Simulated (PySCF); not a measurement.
**C$_{5}$H$_{4}$F$_{2}$: density, localisation and related maps**

Input

```
{"job": {"kind": "nmr", "xc": "PBE0", "basis": "pcSseg-1"}, "charge": 0, "multiplicity": 1}
C      3.048509     0.257580    -0.299290
C      1.887802    -0.012530    -0.152902
C      0.542572    -0.394265     0.043278
F      0.374886    -1.651248     0.522853
C     -0.518830     0.366916    -0.213293
C     -1.925746    -0.086891    -0.006995
F     -2.761140     0.990907     0.134859
H      4.054379     0.522014    -0.438522
H     -0.378235     1.365098    -0.594684
H     -2.028209    -0.702189     0.894033
H     -2.290565    -0.652721    -0.875380
```

Command:

```sh
OMP_NUM_THREADS=1 python probes_run.py task.json out
```

Geometry: GFN2-xTB.

Level of theory: PBE0/pcSseg-1, SCF density, gas phase, non-relativistic (PySCF).

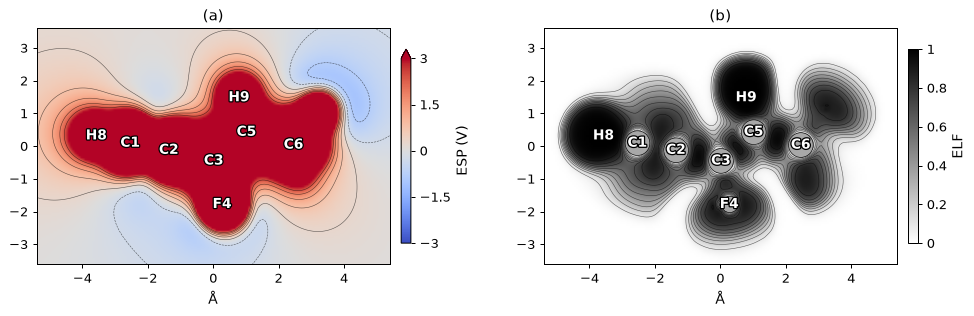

Figure 1. (a) molecular electrostatic potential; (b) electron localisation function on the plane of atoms C3, C5 and C6. Grey discs cover the atomic cores in the ELF map.

**What does the map show?**

The section cuts through C, F and H sites.
C–C (1.20 Å): the ELF peaks at about 0.85 between the atoms (a multiple bond).
C–F (1.36 Å): the ELF peaks at about 0.85 between the atoms; a polar covalent bond.
C–H (1.05 Å): the ELF climbs to about 1 towards the hydrogen, as it does in any bond to H (an ordinary covalent bond to hydrogen).
C–C (1.33 Å): the ELF peaks at about 0.95 between the atoms: a short, multiple covalent bond.
The ELF also peaks beside F4 and F7, away from the bonds: lone-pair regions.
Outside the dense part of the molecule the potential is most negative (−1.0 V) near F7, which lies off the plane.

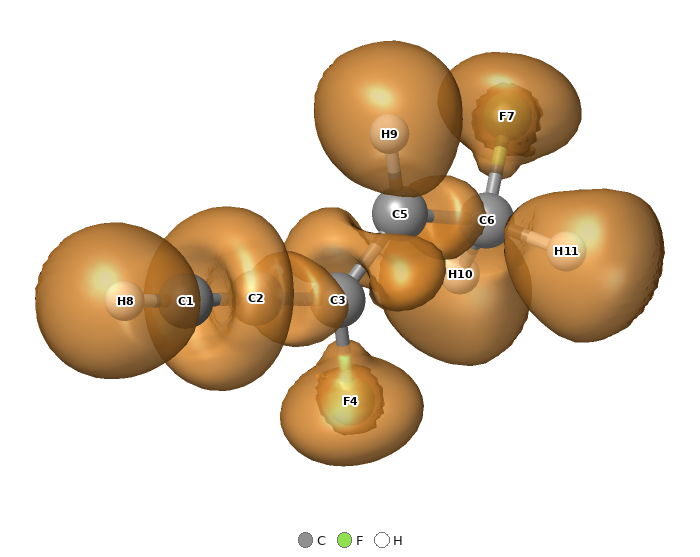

Figure 2. Isosurface of the electron localisation function at 0.75 (orange), seen at an oblique angle. Only the valence region is drawn (cores and ρ < 0.01 e/Å³ removed).

**Identify the bonds, lone pairs and shells in this picture.**

The ELF exceeds this value in four regions between bonded C–C atoms (shared pairs), four regions around hydrogen nuclei and two regions on F in which the atom's valence shell and bonds are merged.

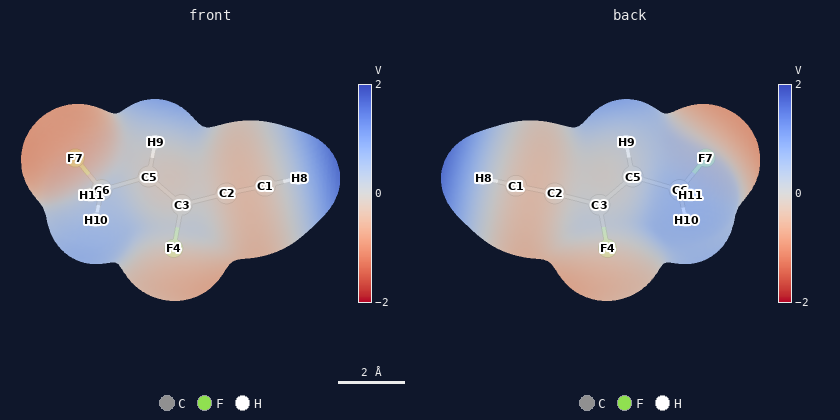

Figure 3. The electrostatic potential painted on the density surface at 0.001 e/bohr³, seen from the front and from behind; red is negative and blue positive.

**Describe the electrostatic potential map.**

The most negative region (about −0.9 V) lies over F7, the most positive (about +1.5 V) over H8.
